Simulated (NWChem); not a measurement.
# MP2/def2-TZVPPD run of KCl (SMILES [Cl][K])

What is the vertical singlet–triplet gap of KCl at MP2/def2-TZVPPD? 

Program for the calculation: NWChem 7.3.0.

6 further runs of the same task are left out: 6 set aside as unsound or not needed. Runs told in other sessions of the task aren't counted.

## Step 1: The structure to begin with

KCl: 2 atoms, total charge 0, spin state singlet. SMILES: `[Cl][K]`. Geometry: relaxed at PBE0-D4/def2-TZVP.

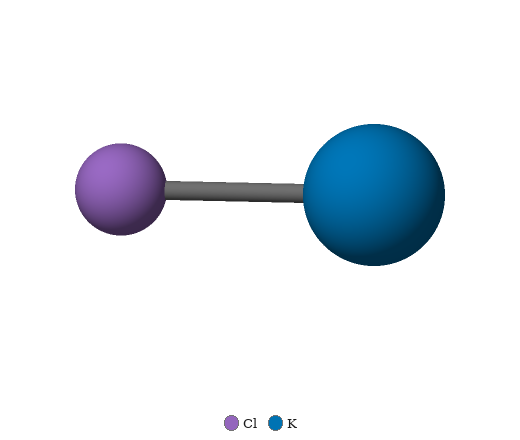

The structure, seen from a chosen angle (chlorine purple, potassium blue).

## Step 2: Energy and forces at MP2/def2-TZVPPD

The input, run.py:

```python
from ase import Atoms
from ase.calculators.nwchem import NWChem

mol = Atoms('ClK', positions=[
    [1.142550, -0.405560, 0.575750],
    [-1.142550, 0.405560, -0.575750],
])

calc = NWChem(
    label='nw',
    theory='mp2',
    memory='2200 mb',
    basis='def2-TZVPPD',
    basispar='spherical bse',
    scf={'nopen': '0', 'rhf': None, 'thresh': '1e-08', 'maxiter': '80'},
    mp2={'freeze': 'core 10', 'tight': None},
)
mol.calc = calc

forces = mol.get_forces()
e = mol.get_potential_energy()
print(f"E = {e:.6f} eV")
print("forces (eV/A):")
for s, f in zip(mol.symbols, forces):
    print(f"{s:2s} {f[0]:10.5f} {f[1]:10.5f} {f[2]:10.5f}")
```

Run with:

```
$ export ASE_NWCHEM_COMMAND="nwchem PREFIX.nwi > PREFIX.nwo"
$ python run.py
```

Standard output:

```text
E = -28819.793415 eV
forces (eV/A):
Cl    0.16512   -0.05862    0.08320
K    -0.16512    0.05862   -0.08320
```

The calculator wrote nw.nwi:

```
title "nw"

permanent_dir nw

scratch_dir nw

start nw

geometry units angstrom nocenter noautosym noautoz
  Cl 1.1425500000000000e+00 -4.0555999999999998e-01 5.7574999999999998e-01
  K  -1.1425500000000000e+00 4.0555999999999998e-01 -5.7574999999999998e-01
end

memory 2200 mb

basis spherical bse noprint
   * library def2-TZVPPD
end

scf
  nopen 0
  rhf
  thresh 1e-08
  maxiter 80
end
mp2
  freeze core 10
  tight
end

task mp2 gradient
```

nw.nwo, shortened:

```text
[...]
         Total SCF energy =  -1058.748363221802
      One-electron energy =  -1589.103453672180
      Two-electron energy =    466.679919284403
 Nuclear repulsion energy =     63.675171165975
[... 3 lines left out ...]
             Final eigenvalues
[... 32 lines left out ...]
                       ROHF Final Molecular Orbital Analysis
[...]
                         mp2 ENERGY GRADIENTS
    atom               coordinates                        gradient
                 x          y          z           x          y          z
   1 Cl      2.159106  -0.766397   1.088010   -0.003211   0.001140  -0.001618
   2 K      -2.159106   0.766397  -1.088010    0.003211  -0.001140   0.001618
[...]
```

Wall time 23 s (1 thread of Intel Xeon 6975P-C (Granite Rapids), shared host); peak memory 0.21 GiB.

## Step 3: The triplet: a single-point energy at UMP2/def2-TZVPPD

The input, m1.nw:

```
start m1
memory 2200 mb

geometry units atomic noautosym nocenter noautoz
 Cl  2.15910658 -0.76639733  1.08800982
 K  -2.15910658  0.76639733 -1.08800982
end

basis spherical bse
 * library def2-TZVPPD
end

scf
 nopen 2
 uhf
 thresh 1e-08
 maxiter 80
 noprint "final vectors analysis"
end

mp2
 freeze core 10
 tight
end

task mp2 energy
```

Run with:

```
$ nwchem m1.nw > m1.out
```

Standard output:

```text
[...]
  functions       =    87
[...]
  wavefunction    = UHF
[...]
         Total SCF energy =  -1058.607797188337
      One electron energy =  -1585.189065486057
      Two electron energy =    462.906101699307
 Nuclear repulsion energy =     63.675166598413
                       Sz =      1.0000
                 Sz(Sz+1) =      2.0000
                      S^2 =      2.0101
[...]
          Total MP2 energy         -1058.931990470779
[...]
```

Run time: 44 s. Hardware: 1 thread of Intel Xeon 6975P-C (Granite Rapids), shared host; peak memory 0.18 GiB.

## Step 4: Results

At MP2/def2-TZVPPD, 10 core orbitals frozen:

```
                                                        quantity           value
                                           singlet: total energy  -1059.10788 Eh
singlet: dipole moment (of the density that the program reports)         10.57 D
                    singlet: HOMO energy (Hartree–Fock orbitals)        -9.13 eV
                    singlet: LUMO energy (Hartree–Fock orbitals)        -0.35 eV
                  singlet: HOMO–LUMO gap (Hartree–Fock orbitals)         8.78 eV
           singlet: correlation energy (10 core orbitals frozen)      -359.5 mEh
                               singlet: largest force on an atom      0.194 eV/Å
                                           triplet: total energy  -1058.93199 Eh
           triplet: correlation energy (10 core orbitals frozen)      -324.2 mEh
                      triplet: ⟨S²⟩ of the reference determinant           2.010
                vertical energy of the triplet above the singlet        4.786 eV
```

In words: At this shape the triplet lies 4.79 eV (110 kcal/mol) above the singlet.
